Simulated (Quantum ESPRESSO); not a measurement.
# NbPb (Pm-3m): phonons by linear response, part 3 of 3

How does NbPb (Pm-3m) vibrate, and is this structure a minimum?

Quantum ESPRESSO 7.5; DFT LDA, scalar-relativistic, plane waves, PseudoDojo norm-conserving pseudopotentials.

So far, highest frequency (cm⁻¹): step 7 (dispersion) 176. Also lowest frequency on the path (cm⁻¹): step 7 -34.7. The relaxed cell has a = 3.421 Å (conventional setting).

The structure was built from a prototype and need not be the compound's stable phase.

## 9. Zone-centre analysis

A rigid shift of the crystal must cost nothing, but grids and finite bases break this; the acoustic sum rule is imposed before the matrix is diagonalised again.

dynmat.in

```
&INPUT
  fildyn = 'x.dyn1'
  asr    = 'simple'
  fileig = 'dynmat.eig'
/
```

The run is started by

```
> dynmat.x -in dynmat.in > dynmat.out
```

Numbers of over 12 decimals in the logs are rounded to 6 here.

Output:

```text
[banner, memory and clock lines left out]
Program DYNMAT v.7.5

     Reading Dynamical Matrix from file x.dyn1
     ...Force constants read
     ...epsilon and Z* not read (not found on file)
     A direction for q was not specified:TO-LO splitting will be absent

     Polarizability (A^3 units)
     multiply by 1.000000 for Clausius-Mossotti correction
         0.000000    0.000000    0.000000
         0.000000    0.000000    0.000000
         0.000000    0.000000    0.000000

     IR activities are in (D/A)^2/amu units

# mode   [cm-1]    [THz]      IR
    1      0.00    0.0000    0.0000
    2      0.00    0.0000    0.0000
    3      0.00    0.0000    0.0000
    4    176.22    5.2828    0.0000
    5    176.22    5.2828    0.0000
    6    176.22    5.2828    0.0000
```

Run time: 0.45 s. Hardware: 1 thread of Arm Neoverse V1, shared host.

Unit eigenvectors of the mass-weighted matrix after the sum rule; no LO-TO term. Modes at Γ, with each element's share of the kinetic energy:

```tsv
mode	frequency (cm⁻¹)	symmetry	Nb %	Pb %
1	0.0	acoustic	31	69
2	0.0	acoustic	31	69
3	0.0	acoustic	31	69
4	176.2	T1u	69	31
5	176.2	T1u	69	31
6	176.2	T1u	69	31
```

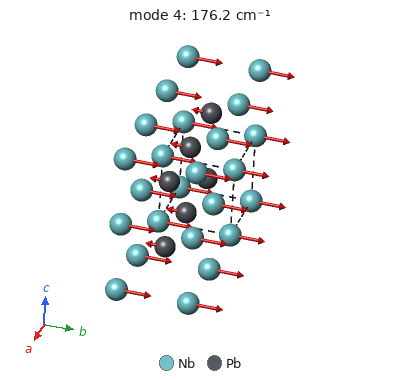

Displacement patterns of mode 4 at Γ; arrows are exaggerated. 3×1×2 cells are drawn. Some periodic images of atoms are drawn too.

The rule moves no optical mode by more than 0.1 cm⁻¹.

## 10. Sum rules set otherwise (asr no)

Without the rule the raw error of the acoustic modes shows.

dynmat.in

```
&INPUT
  fildyn = 'x.dyn1'
  asr    = 'no'
  fileig = 'dynmat.eig'
/
```

The run is started by

```
> dynmat.x -in dynmat.in > dynmat.out
```

Output:

```text
[banner, memory and clock lines left out]
Program DYNMAT v.7.5

     Reading Dynamical Matrix from file x.dyn1
     ...Force constants read
     ...epsilon and Z* not read (not found on file)
     A direction for q was not specified:TO-LO splitting will be absent

     Polarizability (A^3 units)
     multiply by 1.000000 for Clausius-Mossotti correction
         0.000000    0.000000    0.000000
         0.000000    0.000000    0.000000
         0.000000    0.000000    0.000000

     IR activities are in (D/A)^2/amu units

# mode   [cm-1]    [THz]      IR
    1     -1.45   -0.0436    0.0000
    2     -1.45   -0.0436    0.0000
    3     -1.45   -0.0436    0.0000
    4    176.20    5.2824    0.0000
    5    176.20    5.2824    0.0000
    6    176.20    5.2824    0.0000
```

Elapsed: 0.45 s, on 1 thread.

Zone-centre frequencies as printed; negative means imaginary. Modes:

```tsv
mode	frequency (cm⁻¹)
1	-1.45
2	-1.45
3	-1.45
4	176.2
5	176.2
6	176.2
```

Against the first rule no mode moves by more than 1.5 cm⁻¹.

## 11. Sum rules set otherwise: a sum rule for molecules or wires on a crystal

This rule also removes rotations, which suits molecules and not a crystal; it is tried to see the harm.

dynmat.in

```
&INPUT
  fildyn = 'x.dyn1'
  asr    = 'zero-dim'
  fileig = 'dynmat.eig'
/
```

The run is started by

```
> dynmat.x -in dynmat.in > dynmat.out
```

Output:

```text
[banner, memory and clock lines left out]
Program DYNMAT v.7.5

     Reading Dynamical Matrix from file x.dyn1
     ...Force constants read
     ...epsilon and Z* not read (not found on file)
     Acoustic Sum Rule: || Z*(ASR) - Z*(orig)|| =    0.000000E+00
     Acoustic Sum Rule: ||dyn(ASR) - dyn(orig)||=    4.263631E-01
     A direction for q was not specified:TO-LO splitting will be absent

     Polarizability (A^3 units)
     multiply by 1.000000 for Clausius-Mossotti correction
         0.000000    0.000000    0.000000
         0.000000    0.000000    0.000000
         0.000000    0.000000    0.000000

     IR activities are in (D/A)^2/amu units

# mode   [cm-1]    [THz]      IR
    1     -0.00   -0.0000    0.0000
    2      0.00    0.0000    0.0000
    3      0.00    0.0000    0.0000
    4      0.00    0.0000    0.0000
    5      0.00    0.0000    0.0000
    6    176.21    5.2826    0.0000
```

Wall time 0.45 s (1 thread).

The program raised no error, yet the settings are not those of a careful run.

The fault: a sum rule for molecules or wires on a crystal; 2 optical modes are projected out to zero frequency, as if they were rotations.

For a crystal the rule has to be 'simple' or 'crystal'.

Zone-centre frequencies as printed; negative means imaginary. Modes:

```tsv
mode	frequency (cm⁻¹)
1	0
2	0
3	0
4	0
5	0
6	176.2
```

## 12. The dispersion under another sum rule (asr crystal)

The sum rule corrects the force constants themselves, so it can shift branches at any wavevector, low ones most.

matdyn.in

```
&INPUT
  asr              = 'crystal'
  flfrc            = 'x.fc'
  flfrq            = 'x.freq'
  flvec            = 'x.modes'
  q_in_band_form   = .true.
  q_in_cryst_coord = .true.
/
8
  0.0000000   0.0000000   0.0000000   8  ! GAMMA
  0.0000000   0.5000000   0.0000000   8  ! X
  0.5000000   0.5000000   0.0000000   8  ! M
  0.0000000   0.0000000   0.0000000   8  ! GAMMA
  0.5000000   0.5000000   0.5000000   8  ! R
  0.0000000   0.5000000   0.0000000   1  ! X
  0.5000000   0.5000000   0.5000000   8  ! R
  0.5000000   0.5000000   0.0000000   1  ! M
```

The run is started by

```
> matdyn.x -in matdyn.in > matdyn.out
```

Output:

```text
[banner, memory and clock lines left out]
Program MATDYN v.7.5

 mass for atomic type   1 not given; uses mass from file x.fc
 mass for atomic type   2 not given; uses mass from file x.fc
 Norm of the difference between old and new effective charges:    0.000000

 Norm of the difference between old and new force-constants:   3.03115e-05

     Message from routine matdyn:
     Z* not found in file x.fc, TO-LO splitting at q=0 will be absent!
     Message from routine matdyn:
     Z* not found in file x.fc, TO-LO splitting at q=0 will be absent!

Note: The following floating-point exceptions are signalling: IEEE_UNDERFLOW_FLAG
```

The job ended after 0.45 s (1 thread).

Numbers from this step:

| Quantity | Value |
| --- | --- |
| lowest frequency on the path | -34.73 cm⁻¹ |

At the labelled points the branches move by no more than 0.2 cm⁻¹.

## 13. What came out

| Quantity | Value |
| --- | --- |
| space group after relaxation | Pm-3m |
| volume per atom | 20.0 Å³ |
| highest optical zone-centre mode (no LO-TO term) | 176.2 cm⁻¹ |
| q mesh | 2×2×2 |
| lowest mode on the q mesh (acoustic ones at the zone centre apart) | 32.1 cm⁻¹ |
| imaginary modes on the q mesh | none |

What this shows: NbPb (Pm-3m) is dynamically stable on the 2×2×2 mesh; its spectrum reaches 176 cm⁻¹. At the LDA level the optical modes of NbPb (Pm-3m) at the zone centre lie at 176 cm⁻¹. The imaginary part of the path lies between the solved wavevectors, so it may come from the interpolation. These are harmonic frequencies at zero temperature: anharmonic shifts and linewidths and thermal expansion are left out. Spin-orbit coupling is left out, which can matter for the heavy elements here. In a metal the frequencies hang on the k mesh and the smearing, most of all near Kohn anomalies. The runs are without spin polarisation, although the cell has an odd electron count or an open d or f shell, so a magnetic state was not tested. The q mesh stands for a supercell only 6.8 Å across, so branches between the solved wavevectors are rough. The structure is a hypothetical one, built on a prototype.

[Host names and launcher messages were left out of these logs when they were recorded.]

[Logs are printed without paths, hosts, clocks, repeated set-up lines and the standing remarks that a program may print on its own settings, such as how far it seeks lower states.]

[Hosts, paths, dates, database ids (printed as entryN), source tags and the programs' standing remarks are cut or masked in the printed files.]
